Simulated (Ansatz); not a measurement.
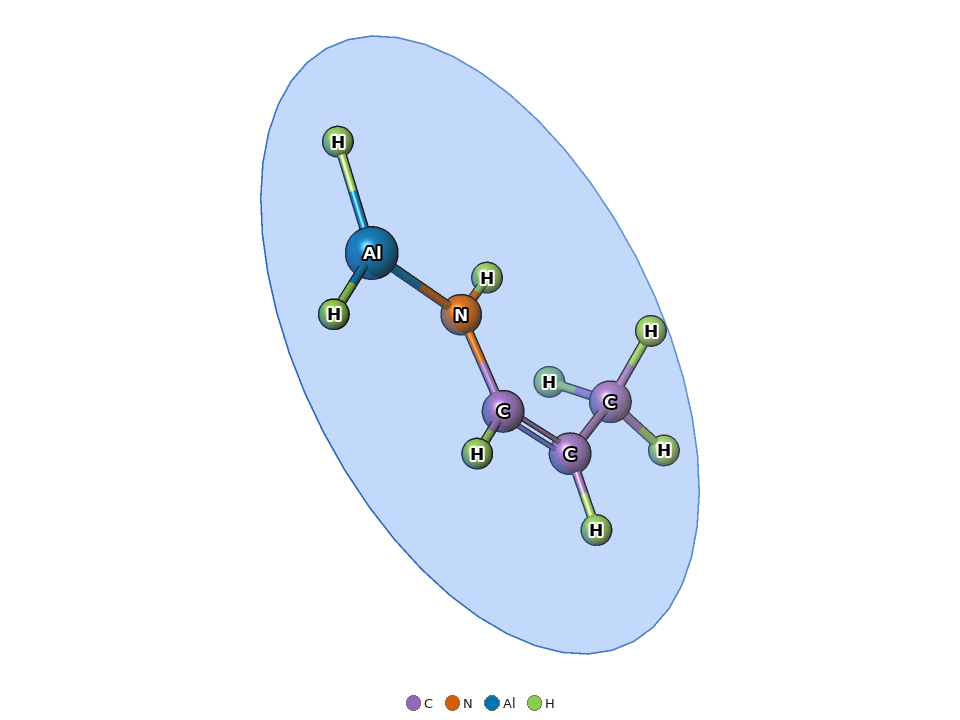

All proper rotation axes (lines) and mirror planes (discs) of the structure are drawn in. Atoms fade into the background with distance from the viewer. The geometry was computed by an optimisation with PBE0-D4/def2-TZVP. No frequency run is at hand to confirm it as a minimum.

> Name the symmetry elements and the point group.

It has 1 mirror plane. Point group Cs. The group has 2 operations. The geometry is achiral, and symmetry allows a dipole moment.
